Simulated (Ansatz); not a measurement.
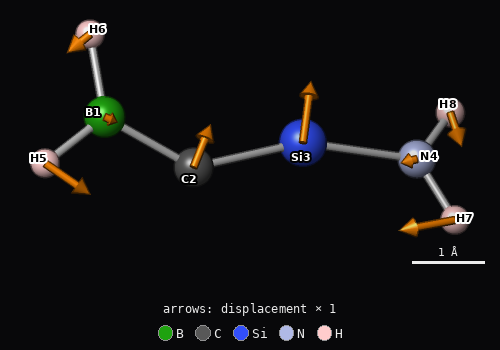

This is a relaxation of CH$_{4}$BNSi. The starting structure is drawn; orange arrows show the displacements, at their true length. The two geometries are superimposed by the best rigid fit.

The picture is a ball-and-stick view, seen from a free direction.

Computed with Ansatz 0.2.0, RKS PBE0-D4/def2-TZVP.

Input
```yaml
crystal:
  periodic: [false, false, false]
  atoms:
    - {symbol: B, position_ang: [-0.664700, 2.174040, -0.387340]}
    - {symbol: C, position_ang: [-0.085480, 0.832450, -0.641510]}
    - {symbol: Si, position_ang: [0.204330, -0.643110, 0.175760]}
    - {symbol: N, position_ang: [0.642100, -2.262780, 0.440490]}
    - {symbol: H, position_ang: [-0.728580, 2.914340, -1.300740]}
    - {symbol: H, position_ang: [-1.050070, 2.537480, 0.666250]}
    - {symbol: H, position_ang: [0.862160, -2.904200, -0.308520]}
    - {symbol: H, position_ang: [0.820250, -2.648220, 1.355620]}
basis:
  gaussian: {orbitals: def2-TZVP}
hamiltonian: {xc: pbe0, dispersion: d4}
relax: {f_tol: 0.005, max_steps: 200}
```

Run as
```bash
ansatz run in.yaml --threads 2 --pin off --events-out ev --progress --plain --max-ram 4352MiB
```

What did the optimiser do to the structure, and how much energy did it gain?

After 13 accepted moves (14 points after the start) the energy has fallen by 17.9 kcal/mol. The largest force component goes from 1.5 to 0.0045 eV/Å. The line search rejected the trial step at point 7 of the run. The largest move after the best rigid fit is that of Si3, 0.95 Å. By element the largest moves are Si 0.95 Å, H 0.85 Å, C 0.69 Å, N 0.25 Å, B 0.21 Å. Some distances before and after: B1–C2 1.483 → 1.420 Å, C2–Si3 1.711 → 1.741 Å, B1–H5 1.177 → 1.204 Å, N4–H7 1.010 → 1.006 Å. Among the angles between lasting bonds that change: C2–Si3–N4 160.1° → 112.9°, B1–C2–Si3 139.8° → 158.1°, Si3–N4–H7 123.1° → 125.7°.
